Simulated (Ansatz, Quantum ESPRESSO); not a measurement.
# Band edges of W2COS MXene, 1 layer under strain, part 2 of 2

Wanted: deformation of the bands of W2COS MXene, 1 layer, driven from Python.

Quantum ESPRESSO 7.5; plane-wave DFT, PBE, GBRV ultrasoft pseudopotentials; geometry by Ansatz 0.2.0 with PAW datasets.

So far: Starting point; Relaxation with Ansatz.

**3. The script**

Under ESM bc1 levels count from the vacuum, or from the mean of the two vacuum levels where the sheet has a dipole, so band edges at unlike strains can be compared.

Level of this step: plane-wave DFT, PBE, GBRV ultrasoft pseudopotentials (Quantum ESPRESSO 7.5).

run.py

```python
import json
import numpy as np
from ase import Atoms
from ase.calculators.espresso import Espresso, EspressoProfile

profile = EspressoProfile(command='mpirun -n 2 pw.x -nk 2', pseudo_dir='../pseudo')
pseudopotentials = {'C': 'c_pbe_v1.2.uspp.F.UPF', 'O': 'o_pbe_v1.2.uspp.F.UPF', 'S': 's_pbe_v1.4.uspp.F.UPF', 'W': 'w_pbe_v1.2.uspp.F.UPF'}
system = {'ecutwfc': 40, 'ecutrho': 200, 'occupations': 'smearing', 'smearing': 'fd', 'degauss': 0.002}


def calculator(name, kpts, **extra):
    data = dict(control=dict(tprnfor=True, verbosity='high', disk_io='none'),
                system=system | extra,
                electrons=dict(conv_thr=1e-09, mixing_beta=0.4, mixing_mode='plain',
                               electron_maxstep=100))
    return Espresso(profile=profile, directory=name, pseudopotentials=pseudopotentials, kpts=kpts, input_data=data)


def centre(atoms):
    z = atoms.positions[:, 2]
    atoms.positions[:, 2] -= (z.max() + z.min()) / 2  # ESM wants the slab about z = 0
    return atoms

sheet = Atoms(
    ['S', 'W', 'C', 'W', 'O'],
    scaled_positions=[
        [0.3333333333, 0.6666666667, 0.3794546121],
        [0.6666666667, 0.3333333333, 0.4606781780],
        [0.0000000000, 0.0000000000, 0.5156770537],
        [0.3333333333, 0.6666666667, 0.5682482254],
        [0.6666666667, 0.3333333333, 0.6226643238]],
    cell=[
        [3.181833598597, 0.000000000000, 0.000000000000],
        [-1.590916799299, 2.755548727000, 0.000000000000],
        [0.000000000000, 0.000000000000, 20.317238240400]],
    pbc=True)

rows = []
for strain in [-0.03, -0.015, 0.0, 0.015, 0.03]:
    atoms = sheet.copy()
    atoms.set_cell(sheet.cell.array * [[1 + strain], [1 + strain], [1]], scale_atoms=True)
    atoms = centre(atoms)
    atoms.calc = calculator(f's{strain:+.3f}', (12, 12, 1), assume_isolated='esm', esm_bc='bc1', nbnd=26)
    energy = atoms.get_potential_energy()
    levels = np.array([atoms.calc.get_eigenvalues(kpt=i) for i in range(len(atoms.calc.get_ibz_k_points()))])
    top, bottom = levels[:, 21].max(), levels[:, 22].min()
    direct = (levels[:, 22] - levels[:, 21]).min()
    rows.append([strain, energy, top, bottom, direct])
    print(f'strain {strain:+.3f}: E = {energy:.5f} eV, valence top {top:.3f}, conduction bottom {bottom:.3f}, '
          f'gap {bottom - top:.3f}, least direct gap {direct:.3f} eV')

x, energy, top, bottom, direct = np.array(rows).T
area = np.linalg.norm(np.cross(*sheet.cell[:2]))
stiffness = np.polyfit(x, energy, 2)[0] / area * 16.0218  # C11 + C12, heights clamped
print(f'valence and conduction edges move by {np.polyfit(x, top, 1)[0]:.2f} and {np.polyfit(x, bottom, 1)[0]:.2f} eV per unit biaxial strain')
print(f'C11 + C12 with clamped heights: {stiffness:.1f} N/m')
json.dump(dict(rows=rows, stiffness=stiffness), open('result.json', 'w'))
```

Run with:

```
OMP_NUM_THREADS=1 python run.py
```

The log of the run:

```text
strain -0.030: E = -5254.47707 eV, valence top -4.598, conduction bottom -6.455, gap -1.858, least direct gap 0.000 eV
strain -0.015: E = -5254.66509 eV, valence top -4.769, conduction bottom -6.446, gap -1.678, least direct gap 0.096 eV
strain +0.000: E = -5254.73234 eV, valence top -4.965, conduction bottom -6.385, gap -1.420, least direct gap 0.183 eV
strain +0.015: E = -5254.68888 eV, valence top -5.160, conduction bottom -6.346, gap -1.186, least direct gap 0.238 eV
strain +0.030: E = -5254.54578 eV, valence top -5.335, conduction bottom -6.315, gap -0.981, least direct gap 0.238 eV
valence and conduction edges move by -12.43 and 2.54 eV per unit biaxial strain
C11 + C12 with clamped heights: 448.4 N/m
```

The job ended after 4.1 min (2 MPI ranks of AMD EPYC 9R45, shared host; peak memory 0.64 GiB; 8.2 min of CPU time).

The input that ASE wrote for the first run, and its log:

```
&CONTROL
   verbosity        = 'high'
   tprnfor          = .true.
   disk_io          = 'none'
   pseudo_dir       = '../pseudo'
/
&SYSTEM
   nbnd             = 26
   ecutwfc          = 40
   ecutrho          = 200
   occupations      = 'smearing'
   degauss          = 0.002
   smearing         = 'fd'
   assume_isolated  = 'esm'
   esm_bc           = 'bc1'
   ntyp             = 4
   nat              = 5
   ibrav            = 0
/
&ELECTRONS
   electron_maxstep = 100
   conv_thr         = 1e-09
   mixing_mode      = 'plain'
   mixing_beta      = 0.4
/
&IONS
/
&CELL
/
&FCP
/
&RISM
/
ATOMIC_SPECIES
S 32.06 s_pbe_v1.4.uspp.F.UPF
W 183.84 w_pbe_v1.2.uspp.F.UPF
C 12.011 c_pbe_v1.2.uspp.F.UPF
O 15.999 o_pbe_v1.2.uspp.F.UPF

K_POINTS automatic
12 12 1  0 0 0

CELL_PARAMETERS angstrom
3.08637859063909 0.00000000000000 0.00000000000000
-1.54318929532003 2.67288226519000 0.00000000000000
0.00000000000000 0.00000000000000 20.31723824040000

ATOMIC_POSITIONS angstrom
S -0.0000000002 1.7819215102 -2.4706748275  
W 1.5431892955 0.8909607550 -0.8204362884  
C 0.0000000000 0.0000000000 0.2969889722  
W -0.0000000002 1.7819215102 1.3650899922  
O 1.5431892955 0.8909607550 2.4706748275
```

```text
Program PWSCF v.7.5 starts
[citation notice left out]

     Parallel version (MPI & OpenMP), running on       2 processor cores
     Number of MPI processes:                 2
     Threads/MPI process:                     1

     MPI processes distributed on     1 nodes
[... 1 line left out ...]

Warning: card &CELL ignored
Warning: card &FCP ignored
Warning: card &RISM ignored

     Current dimensions of program PWSCF are:
     Max number of different atomic species (ntypx) = 10
     Max number of k-points (npk) =  40000
     Max angular momentum in pseudopotentials (lmaxx) =  4
     Message from routine setup:
     using ibrav=0 with symmetry is DISCOURAGED, use correct ibrav instead

     K-points division:     npool     =       2
     Subspace diagonalization in iterative solution of the eigenvalue problem:
     a serial algorithm will be used

     G-vector sticks info
     --------------------
     sticks:   dense  smooth     PW     G-vecs:    dense   smooth      PW
     Sum         475     379    121                53999    38645    6795

     Using Slab Decomposition

     bravais-lattice index     =            0
     lattice parameter (alat)  =       5.8324  a.u.
     unit-cell volume          =    1131.0721 (a.u.)^3
     number of atoms/cell      =            5
     number of atomic types    =            4
     number of electrons       =        44.00
     number of Kohn-Sham states=           26
     kinetic-energy cutoff     =      40.0000  Ry
     charge density cutoff     =     200.0000  Ry
     scf convergence threshold =      1.0E-09
     mixing beta               =       0.4000
     number of iterations used =            8  plain     mixing
     Exchange-correlation= SLA  PW   PBE  PBE
                           (   1   4   3   4   0   0   0)

     Effective Screening Medium Method
     =================================
     Boundary Conditions: Vacuum-Slab-Vacuum
     total charge in unit cell        =   0.0000
     grid points for fit at edges     =        4

[... 10 lines left out ...]
     PseudoPot. # 1 for S  read from file:
     ../pseudo/s_pbe_v1.4.uspp.F.UPF
     Pseudo is Ultrasoft + core correction, Zval =  6.0
     Generated by new atomic code, or converted to UPF format
     Using radial grid of  907 points,  6 beta functions with:
                l(1) =   0
                l(2) =   0
                l(3) =   1
                l(4) =   1
                l(5) =   2
                l(6) =   2
     Q(r) pseudized with  8 coefficients,  rinner =    1.300   1.300   1.300
                                                       1.300   1.300

     PseudoPot. # 2 for W  read from file:
     ../pseudo/w_pbe_v1.2.uspp.F.UPF
     Pseudo is Ultrasoft + core correction, Zval = 14.0
     Generated by new atomic code, or converted to UPF format
     Using radial grid of  923 points,  8 beta functions with:
                l(1) =   0
[... 721 lines left out ...]

     negative rho (up, down):  1.333E-01 0.000E+00

     Forces acting on atoms (cartesian axes, Ry/au):

     atom    1 type  1   force =     0.00000000    0.00000000   -0.03319309
     atom    2 type  2   force =     0.00000000    0.00000000   -0.01670592
     atom    3 type  3   force =     0.00000000    0.00000000   -0.00299683
     atom    4 type  2   force =     0.00000000    0.00000000    0.01652222
     atom    5 type  4   force =     0.00000000   -0.00000000    0.03626718
     The non-local contrib.  to forces
     atom    1 type  1   force =     0.00000000    0.00000000    0.24222877
     atom    2 type  2   force =     0.00000000   -0.00000000    0.07132783
     atom    3 type  3   force =     0.00000000   -0.00000000   -0.08318848
     atom    4 type  2   force =     0.00000000    0.00000000   -0.02219444
     atom    5 type  4   force =     0.00000000    0.00000000   -1.11422031
     The ionic contribution  to forces
     atom    1 type  1   force =     0.00000000   -0.00000000  -95.22358931
     atom    2 type  2   force =    -0.00000000    0.00000000 -104.06586857
     atom    3 type  3   force =    -0.00000000    0.00000000    0.55624717
     atom    4 type  2   force =     0.00000000   -0.00000000  107.89156803
     atom    5 type  4   force =    -0.00000000    0.00000000   90.84164268
     The local contribution  to forces
     atom    1 type  1   force =     0.00000000   -0.00000000   94.96014001
     atom    2 type  2   force =    -0.00000001    0.00000001  103.97098682
     atom    3 type  3   force =     0.00000000    0.00000000   -0.47711580
     atom    4 type  2   force =     0.00000001   -0.00000001 -107.86175311
     atom    5 type  4   force =    -0.00000001    0.00000000  -89.69705698
     The core correction contribution to forces
     atom    1 type  1   force =    -0.00000000    0.00000000   -0.01205501
     atom    2 type  2   force =     0.00000000   -0.00000000    0.00670740
     atom    3 type  3   force =     0.00000000   -0.00000000    0.00104071
     atom    4 type  2   force =    -0.00000000    0.00000000    0.00878579
     atom    5 type  4   force =    -0.00000000    0.00000000    0.00586669
     The Hubbard contrib.    to forces
     atom    1 type  1   force =     0.00000000    0.00000000    0.00000000
     atom    2 type  2   force =     0.00000000    0.00000000    0.00000000
     atom    3 type  3   force =     0.00000000    0.00000000    0.00000000
     atom    4 type  2   force =     0.00000000    0.00000000    0.00000000
     atom    5 type  4   force =     0.00000000    0.00000000    0.00000000
     The SCF correction term to forces
     atom    1 type  1   force =     0.00000000    0.00000000    0.00008245
     atom    2 type  2   force =     0.00000000   -0.00000000    0.00014061
     atom    3 type  3   force =    -0.00000000   -0.00000000    0.00001958
     atom    4 type  2   force =    -0.00000000    0.00000000    0.00011594
     atom    5 type  4   force =     0.00000000   -0.00000000    0.00003510

     Total force =     0.054572     Total SCF correction =     0.000204
     Message from routine punch:
     Nothing written, as per user request (disk_io='none')

[... 1 line left out ...]

[... 1 line left out ...]

[... 1 line left out ...]

[... 3 lines left out ...]

[... 1 line left out ...]

[... 2 lines left out ...]

[... 1 line left out ...]

[... 1 line left out ...]

=------------------------------------------------------------------------------=
   JOB DONE.
=------------------------------------------------------------------------------=
```

This step gave:

| Quantity | Value |
| --- | --- |
| biaxial stiffness | 448.4 N/m |

Table of band edge from the vacuum level by biaxial strain:

```
biaxial strain (%)  valence top (eV)  conduction bottom (eV)
             -3.00             -4.60                   -6.46
             -1.50             -4.77                   -6.45
              0.00             -4.97                   -6.39
              1.50             -5.16                   -6.35
              3.00             -5.33                   -6.32
```

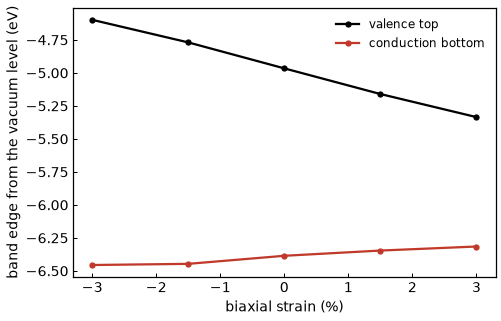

Band edge from the vacuum level against biaxial strain.

Gap against biaxial strain:

```
biaxial strain (%)  on the mesh (eV)  least direct (eV)
             -3.00             -1.86                  0
             -1.50             -1.68             0.0959
              0.00             -1.42              0.183
              1.50             -1.19              0.238
              3.00            -0.981              0.238
```

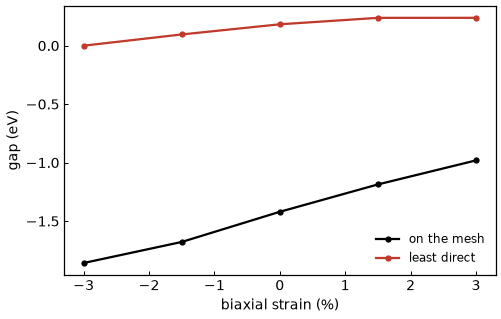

Gap, plotted against biaxial strain.

Table of energy over the lowest by biaxial strain:

```
biaxial strain (%)  energy over the lowest (meV)
             -3.00                           255
             -1.50                          67.3
              0.00                             0
              1.50                          43.5
              3.00                           187
```

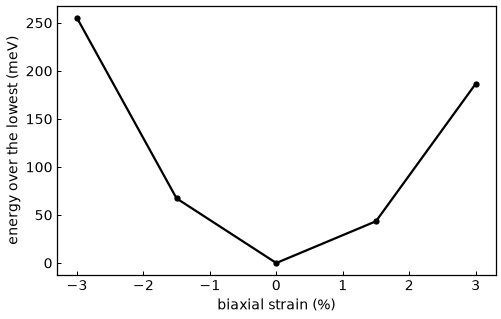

Energy over the lowest against biaxial strain.

**4. The script: PBEsol, GBRV ultrasoft**

Level of this step: plane-wave DFT, PBEsol, GBRV ultrasoft pseudopotentials (Quantum ESPRESSO 7.5).

run.py is the input of step 3 with these lines changed:

```diff
@@ -6,3 +6,3 @@
 profile = EspressoProfile(command='mpirun -n 2 pw.x -nk 2', pseudo_dir='../pseudo')
-pseudopotentials = {'C': 'c_pbe_v1.2.uspp.F.UPF', 'O': 'o_pbe_v1.2.uspp.F.UPF', 'S': 's_pbe_v1.4.uspp.F.UPF', 'W': 'w_pbe_v1.2.uspp.F.UPF'}
+pseudopotentials = {'C': 'c_pbesol_v1.2.uspp.F.UPF', 'O': 'o_pbesol_v1.2.uspp.F.UPF', 'S': 's_pbesol_v1.4.uspp.F.UPF', 'W': 'w_pbesol_v1.2.uspp.F.UPF'}
 system = {'ecutwfc': 40, 'ecutrho': 200, 'occupations': 'smearing', 'smearing': 'fd', 'degauss': 0.002}
```

Run with:

```
OMP_NUM_THREADS=1 python run.py
```

The log of the run:

```text
strain -0.030: E = -5249.94973 eV, valence top -4.673, conduction bottom -6.490, gap -1.818, least direct gap 0.000 eV
strain -0.015: E = -5250.04583 eV, valence top -4.830, conduction bottom -6.509, gap -1.679, least direct gap 0.066 eV
strain +0.000: E = -5250.02444 eV, valence top -5.026, conduction bottom -6.447, gap -1.421, least direct gap 0.176 eV
strain +0.015: E = -5249.89538 eV, valence top -5.218, conduction bottom -6.406, gap -1.188, least direct gap 0.233 eV
strain +0.030: E = -5249.66975 eV, valence top -5.390, conduction bottom -6.373, gap -0.983, least direct gap 0.236 eV
valence and conduction edges move by -12.15 and 2.25 eV per unit biaxial strain
C11 + C12 with clamped heights: 435.8 N/m
```

It took 4.1 min on 2 MPI ranks; peak memory 0.64 GiB.

This step gave:

```
biaxial stiffness : 435.8 N/m
```

Table of band edge from the vacuum level by biaxial strain:

```
biaxial strain (%)  valence top (eV)  conduction bottom (eV)
             -3.00             -4.67                   -6.49
             -1.50             -4.83                   -6.51
              0.00             -5.03                   -6.45
              1.50             -5.22                   -6.41
              3.00             -5.39                   -6.37
```

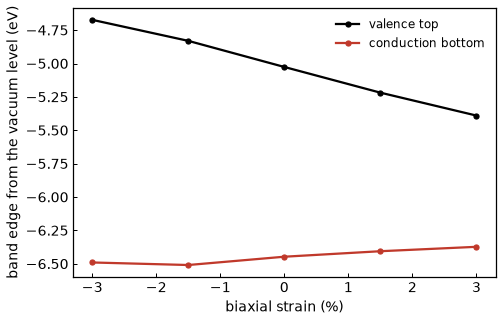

Band edge from the vacuum level against biaxial strain.

The gap by biaxial strain:

```
biaxial strain (%)  on the mesh (eV)  least direct (eV)
             -3.00             -1.82                  0
             -1.50             -1.68             0.0657
              0.00             -1.42              0.176
              1.50             -1.19              0.233
              3.00            -0.983              0.236
```

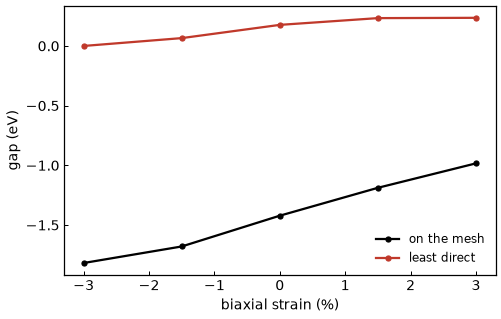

Gap against biaxial strain.

The energy over the lowest by biaxial strain:

```
biaxial strain (%)  energy over the lowest (meV)
             -3.00                          96.1
             -1.50                             0
              0.00                          21.4
              1.50                           150
              3.00                           376
```

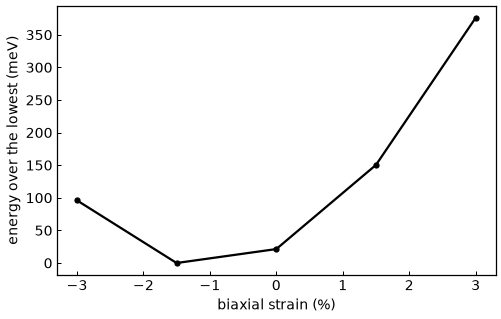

Energy over the lowest, plotted against biaxial strain.

**5. The arithmetic**

Under equal strain ε in the plane, E = A (C11 + C12) ε². From the points at ±1.5 %: d²E/dε² = (67.25 + 43.47 − 2 × 0.00) meV / 0.015² = 492 eV, and 492/(2 × 8.768 Å²) × 16.02 = 450 N/m.

**6. What came out**

```yaml
c11_c12_heights_clamped_pbe_gbrv_ultrasoft: 448 N/m
c11_c12_heights_clamped_pbesol_gbrv_ultrasoft: 436 N/m
```

**Reading.** The sheet's biaxial stiffness comes to 448 N/m (PBE, GBRV ultrasoft). The bands overlap at every strain: the sheet is a metal, and edges by band count are no gaps. Heights are clamped under strain, which makes a sheet with several atomic planes too stiff. Zero strain is the PBE cell; under PBEsol the energy is lowest near -1.0 %, so its stiffness is taken away from its own minimum. Semilocal gaps are too small. The sheet carries a dipole, so the two faces have unlike vacuum levels and the zero lies between them. Spin-orbit coupling is left out; depending on the atoms that carry the levels of interest, it can split and shift them by tenths of an eV to an eV or more.

[Logs are printed without paths, hosts, clocks, repeated set-up lines and the standing remarks that a program may print on its own settings, such as how far it seeks lower states.]

[Hosts, paths, dates, database ids (printed as entryN), source tags and the programs' standing remarks are cut or masked in the printed files.]

[Maps of the electrostatic potential energy from Ansatz leave out the sawtooth potential of an applied field or a dipole correction, so their vacuum need not be flat; planar profiles and work functions include it.]
